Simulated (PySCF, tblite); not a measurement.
**C4H4FO3Si radical: geometry, infrared bands and EPR parameters**

What infrared bands and EPR parameters should C4H4FO3Si radical (`O=C1OCOC=C1[SiH]F`) show?

Computed with tblite 0.8.0 and PySCF 2.14.0, with density-fitted response routines of our own, on a single molecule in the gas phase. Atoms are numbered from 0 throughout.

## 1. Starting geometry

13 atoms, charge 0, multiplicity 2; geometry from: force field or distance geometry start.

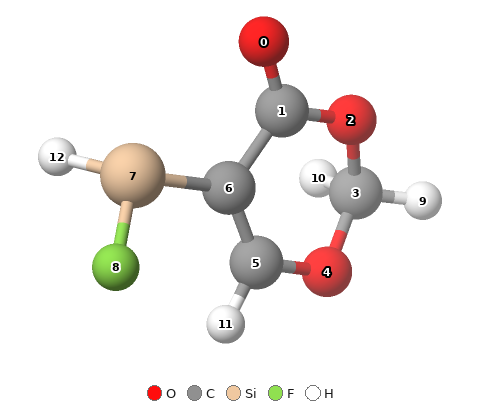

As it starts; oxygen red, carbon grey, silicon light orange, fluorine green, hydrogen white, atoms numbered; sticks join atoms by distance.

## 2. Optimising the geometry with GFN2-xTB

What the job is given:

```
{"job": {"kind": "relax", "xc": "GFN2-xTB", "basis": "xTB"}, "charge": 0, "multiplicity": 2}
O      0.243700     2.010600     1.432800
C     -0.220000     1.132100     0.707900
O     -1.535400     0.981900     0.532500
C     -2.012600    -0.247400    -0.004000
O     -1.259300    -0.808700    -1.061200
C      0.078400    -0.655700    -0.884700
C      0.650100     0.201700    -0.027300
Si     2.458500     0.392400     0.217300
F      3.174400    -0.087500    -1.144500
H     -3.034100    -0.092800    -0.358200
H     -2.079600    -0.987000     0.819400
H      0.630700    -1.312000    -1.548900
H      2.900800    -0.526900     1.301300
```

Launch:

```sh
OMP_NUM_THREADS=1 python probes_run.py task.json out
```

This one command runs all jobs of the session in turn.

Output:

```text
step      E/eV     max force
  0    -795.96605    1.967
  1    -796.02069    2.229
  2    -796.05349    0.451
  3    -796.06213    0.387
  4    -796.07481    0.273
  5    -796.08007    0.265
  6    -796.08579    0.204
  7    -796.09150    0.227
  8    -796.09950    0.248
  9    -796.10793    0.268
 10    -796.11671    0.238
 11    -796.12539    0.202
 12    -796.13296    0.214
 13    -796.13877    0.189
 14    -796.14233    0.163
 15    -796.14520    0.147
 16    -796.14850    0.148
 17    -796.15161    0.166
 18    -796.15451    0.185
 19    -796.15793    0.220
 20    -796.16305    0.249
 21    -796.17022    0.262
 22    -796.17832    0.268
 23    -796.18561    0.268
 24    -796.19173    0.249
 25    -796.19676    0.245
 26    -796.20036    0.360
 27    -796.20538    0.167
 28    -796.20991    0.154
 29    -796.21351    0.204
 30    -796.21805    0.238
 31    -796.22267    0.234
 32    -796.22888    0.208
 33    -796.23507    0.207
 34    -796.24018    0.198
 35    -796.24129    0.378
 36    -796.24523    0.134
 37    -796.24672    0.108
 38    -796.24897    0.097
 39    -796.24982    0.088
 40    -796.25116    0.081
 41    -796.25191    0.058
 42    -796.25245    0.047
 43    -796.25282    0.046
 44    -796.25320    0.048
 45    -796.25358    0.053
 46    -796.25394    0.046
 47    -796.25433    0.066
 48    -796.25483    0.074
 49    -796.25551    0.076
 50    -796.25623    0.069
 51    -796.25668    0.043
 52    -796.25685    0.038
 53    -796.25694    0.035
 54    -796.25706    0.031
 55    -796.25723    0.036
 56    -796.25743    0.035
 57    -796.25758    0.025
 58    -796.25767    0.024
 59    -796.25773    0.021
 60    -796.25778    0.018
 61    -796.25782    0.019
 62    -796.25785    0.012
 63    -796.25787    0.010
 64    -796.25789    0.008
```

It took 0.39 s on 1 thread of Arm Neoverse V2, shared host.

The steps of the relaxation: (not every step is listed)

```tsv
step	energy from step 0 (eV)	largest force (eV/Å)
0	0.0000	1.9665
1	-0.0546	2.2290
2	-0.0874	0.4507
3	-0.0961	0.3868
4	-0.1088	0.2732
5	-0.1140	0.2652
6	-0.1197	0.2038
7	-0.1255	0.2270
8	-0.1335	0.2485
13	-0.1727	0.1893
18	-0.1885	0.1847
23	-0.2196	0.2678
28	-0.2439	0.1542
33	-0.2690	0.2065
38	-0.2829	0.0973
43	-0.2868	0.0457
48	-0.2888	0.0744
53	-0.2909	0.0351
58	-0.2916	0.0243
59	-0.2917	0.0208
60	-0.2917	0.0181
61	-0.2918	0.0186
62	-0.2918	0.0121
63	-0.2918	0.0101
64	-0.2918	0.0081
```

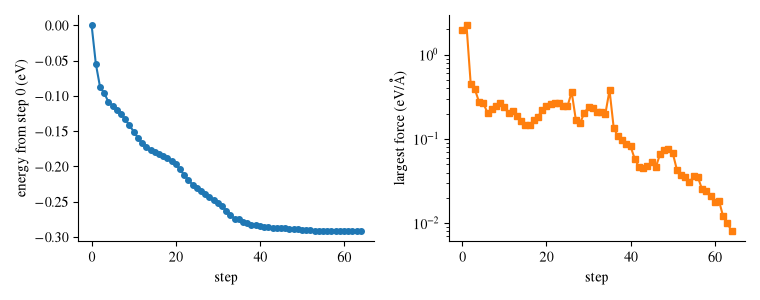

Energy and force, step by step.

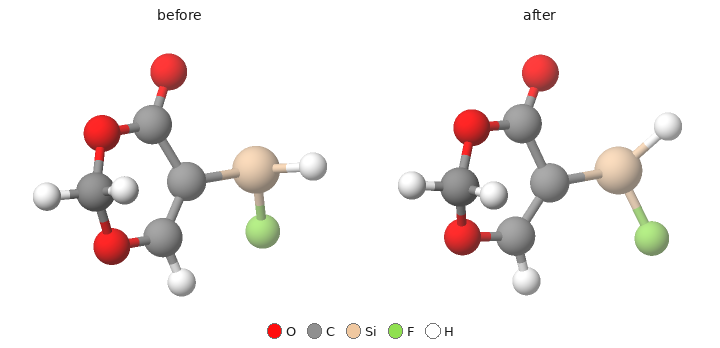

The geometry before (left) and after (right).

Close pairs (by a distance rule), those that changed most:

```tsv
bond	before (Å)	after (Å)	change (Å)
Si7–H12	1.489	1.439	-0.050
O0–C1	1.230	1.206	-0.024
C1–O2	1.336	1.359	+0.023
O2–C3	1.424	1.402	-0.021
C3–O4	1.414	1.397	-0.018
C5–C6	1.341	1.358	+0.017
Si7–F8	1.612	1.627	+0.015
C1–C6	1.471	1.459	-0.012
```

The final coordinates are the input of the step that follows.

## 3. Infrared spectrum with GFN2-xTB

What the job is given:

```
{"job": {"kind": "ir", "xc": "GFN2-xTB", "basis": "xTB"}, "charge": 0, "multiplicity": 2}
O      0.345508     1.818323     1.461842
C     -0.160052     0.978244     0.759719
O     -1.512738     0.873273     0.683618
C     -2.014166    -0.251945     0.013668
O     -1.386567    -0.532876    -1.201981
C     -0.030421    -0.542691    -1.105228
C      0.619874     0.090749    -0.095651
Si     2.431703     0.314627     0.134621
F      3.179092    -0.889589    -0.664247
H     -3.067168    -0.050428    -0.198731
H     -1.923105    -1.131979     0.679410
H      0.449420    -1.078579    -1.908543
H      3.064232     0.403358     1.423774
```

Output:

```text
mode    cm-1     km/mol
  1      67.5      5.68
  2      89.4      4.15
  3     106.4     10.06
  4     176.3      3.92
  5     183.3      5.82
  6     250.9     10.89
  7     321.3     76.70
  8     382.4      7.48
  9     403.5     93.07
 10     491.6     12.97
 11     539.6     14.44
 12     594.2     41.13
 13     642.8     31.89
 14     698.6     30.08
 15     770.3     56.27
 16     778.0    252.06
 17     814.1     15.75
 18     967.9     12.26
 19     999.1     40.43
 20    1019.6      6.10
 21    1081.9     64.79
 22    1142.5    196.14
 23    1189.4    228.53
 24    1249.4     26.34
 25    1283.2    439.82
 26    1349.2     47.84
 27    1447.8      4.51
 28    1529.4    114.09
 29    1730.5    321.92
 30    2474.3    173.73
 31    2811.3     63.30
 32    2993.9      7.35
 33    3092.9     28.95
```

Wall time 0.4 s (1 thread of Arm Neoverse V2, shared host).

Which atoms move in the most intense modes:

```tsv
cm⁻¹	km/mol	atoms
404	93.1	Si7 32 %, H12 27 %
778	252.1	F8 51 %, Si7 36 %
1142	196.1	C6 39 %, O4 16 %, O2 12 %, C3 12 %
1189	228.5	H11 48 %, O4 18 %, H9 12 %
1283	439.8	C6 34 %, C1 23 %, H11 21 %
1529	114.1	C5 48 %, C6 43 %
1730	321.9	C1 62 %, O0 37 %
2474	173.7	H12 97 %
```

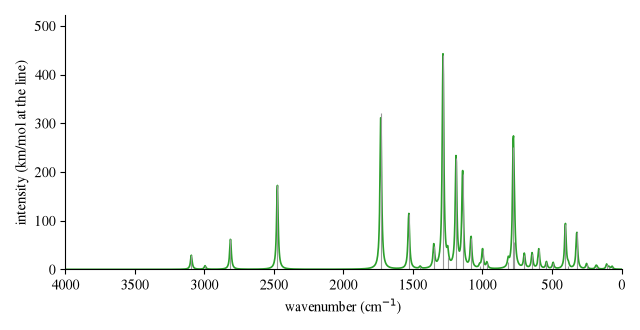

The infrared spectrum from these modes, unscaled. Lines are broadened to a width of 14 cm⁻¹ (Lorentzian).

## 4. g tensor and hyperfine couplings: B3LYP/pcH-1

Settings changed since step 3:

```diff
@@ -1,2 +1,2 @@
-{"job": {"kind": "ir", "xc": "GFN2-xTB", "basis": "xTB"}, "charge": 0, "multiplicity": 2}
+{"job": {"kind": "epr", "basis": "pcH-1"}, "charge": 0, "multiplicity": 2}
 O      0.345508     1.818323     1.461842
```

Method: UKS B3LYP, pcH-1 on C F H O Si, non-relativistic, mean-field spin-orbit, GIAO.

Output:

```text
UKS, coarse grid
  cycle   1  E = -769.59880737  |g| = 8.78e-01
  cycle   2  E = -768.72939500  |g| = 1.74e+00
  cycle   3  E = -769.81637277  |g| = 3.43e-01
  cycle   4  E = -769.85974920  |g| = 1.03e-01
  cycle   5  E = -769.86263901  |g| = 4.31e-02
  cycle   6  E = -769.86342987  |g| = 1.17e-02
  cycle   7  E = -769.86349068  |g| = 5.47e-03
  cycle   8  E = -769.86350300  |g| = 1.39e-03
  cycle   9  E = -769.86350515  |g| = 5.96e-04
UKS, final grid
  cycle   1  E = -769.86362399  |g| = 1.00e-03
  cycle   2  E = -769.86362319  |g| = 1.86e-03
  cycle   3  E = -769.86362436  |g| = 2.10e-04
  cycle   4  E = -769.86362438  |g| = 6.77e-05
  cycle   5  E = -769.86362439  |g| = 5.00e-05
  cycle   6  E = -769.86362439  |g| = 1.90e-05
E = -769.86362439 Eh   <S^2> = 0.7558 (exact 0.7500)
g shifts (ppm)      1          2          3
  rmc          -172       -172       -172
  gc             70          8         86
  oz_so        -934        -49       1382
  total       -1036       -213       1296
hyperfine (MHz)  atom isotope    a_iso     a_fc   dipolar eigenvalues
    0   17O      -0.56      -0.57     -2.71     -1.42      4.14
    1   13C       3.93       3.94     -0.83      0.16      0.67
    2   17O      -3.46      -3.47     -1.34      0.54      0.80
    3   13C       1.21       1.21     -0.60      0.03      0.57
    4   17O      -3.54      -3.57    -11.80      5.71      6.10
    5   13C      13.18      13.18    -13.61    -12.74     26.34
    6   13C      31.55      31.53    -12.50      1.02     11.48
    7  29Si    -586.33    -587.42   -155.82     77.38     78.44
    8   19F     148.11     146.68   -124.85   -121.01    245.86
    9    1H      -0.43      -0.43     -0.82     -0.71      1.52
   10    1H       2.97       2.97     -1.22     -0.67      1.90
   11    1H      -9.77      -9.77     -4.27     -1.33      5.60
   12    1H      94.86      94.86     -8.75      0.30      8.45
```

Run time: 1.8 min. Hardware: 1 thread of Arm Neoverse V2, shared host; peak memory 1 GiB.

Principal g values 2.00128, 2.00211, 2.00362; g(iso) = 2.00233, against 2.00232 for a free electron.

Hyperfine couplings; where a row names several nuclei, a(iso) is their mean (it holds for fast rotation or exchange) and the dipolar term the largest among them:

```tsv
nuclei	isotope	a(iso) (MHz)	a(iso) (G, at g = 2.0023)	largest dipolar term (MHz)
Si7	29Si	-586.3	-209.2	-155.8
F8	19F	148.1	52.9	245.9
H12	1H	94.9	33.8	-8.7
C6	13C	31.5	11.3	-12.5
C5	13C	13.2	4.7	26.3
H11	1H	-9.8	-3.5	5.6
C1	13C	3.9	1.4	-0.8
O4	17O	-3.5	-1.3	-11.8
O2	17O	-3.5	-1.2	-1.3
H9, H10	1H	1.3	0.5	1.9
C3	13C	1.2	0.4	-0.6
O0	17O	-0.6	-0.2	4.1
```

Mulliken spin populations:

O0 -0.01; C1 0.00; O2 0.00; C3 0.00; O4 0.02; C5 0.15; C6 -0.06; Si7 0.82; F8 0.04; H9 0.00; H10 0.00; H11 -0.01; H12 0.04

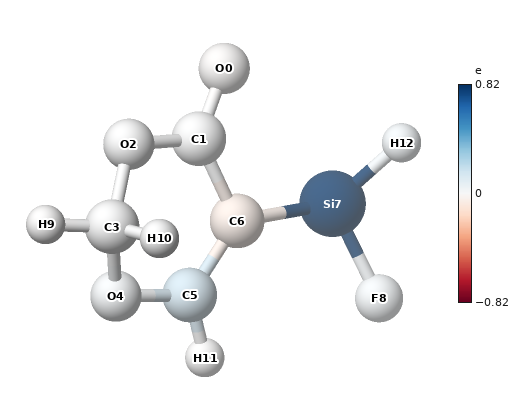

Mulliken spin populations, as colours on the atoms.

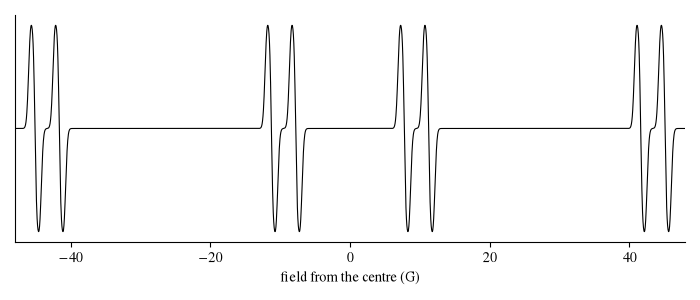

First-order isotropic spectrum (first derivative, main isotopes with spin only, couplings over 0.8 MHz, Gaussian width 0.3 G; couplings of the frozen geometry, rotation of groups not averaged beyond the rows shown).

The fields below are evaluated on a grid from the run's orbitals.

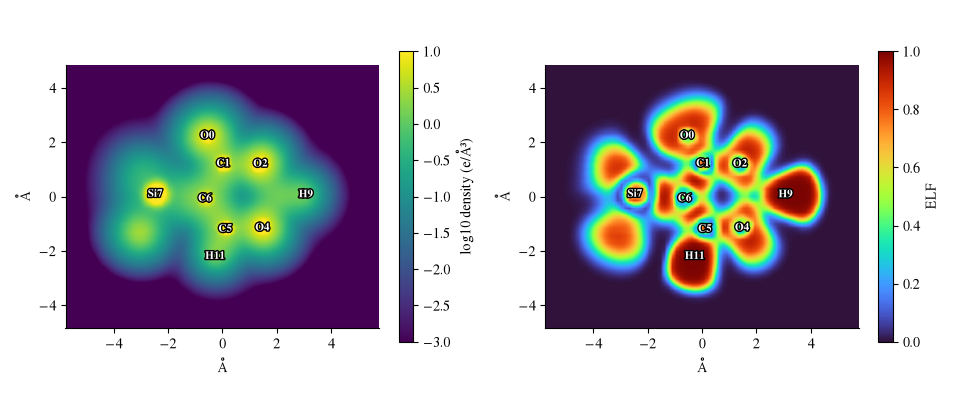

Density (left) and ELF (right) in a plane through or near 9 of the atoms.

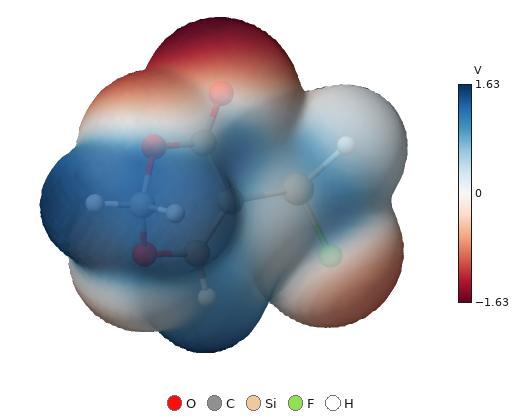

Electrostatic potential on the surface of density 0.002 e/bohr³; red is low, blue high. It runs from -1.63 V near O0 to 1.56 V near H11.

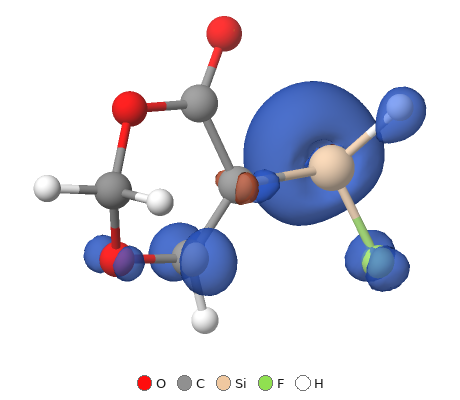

Spin density at ±0.04 e/Å³ (alpha excess blue, beta excess red).

## 5. Results

```
                                 quantity                    value
strongest single infrared mode (GFN2-xTB)    1283 cm⁻¹, 440 km/mol
             zero-point energy (GFN2-xTB)            48.1 kcal/mol
                           g(iso) (B3LYP)                  2.00233
                                     ⟨S²⟩       0.756 (exact 0.75)
       largest a(iso) (averaged by class)  29Si on Si7, -586.3 MHz
    surface potential, least and greatest       -1.63 V and 1.56 V
```

What this shows: Over 64 steps the energy fell by 0.292 eV; of the close pairs, Si7–H12 changed most, 1.489 to 1.439 Å. No mode is imaginary among the 33: a minimum at this level. The strongest single mode, at 1283 cm⁻¹, has its largest shares on C6, C1 and H11 (the list is cut at 3 atoms). GFN2-xTB is a fitted tight-binding method: band positions and strengths are rough. Its intensities can rank the bands wrongly. Si7 carries the largest spin population, 0.82 e. The isotropic g lies 0.0 ppt above the free-electron value.
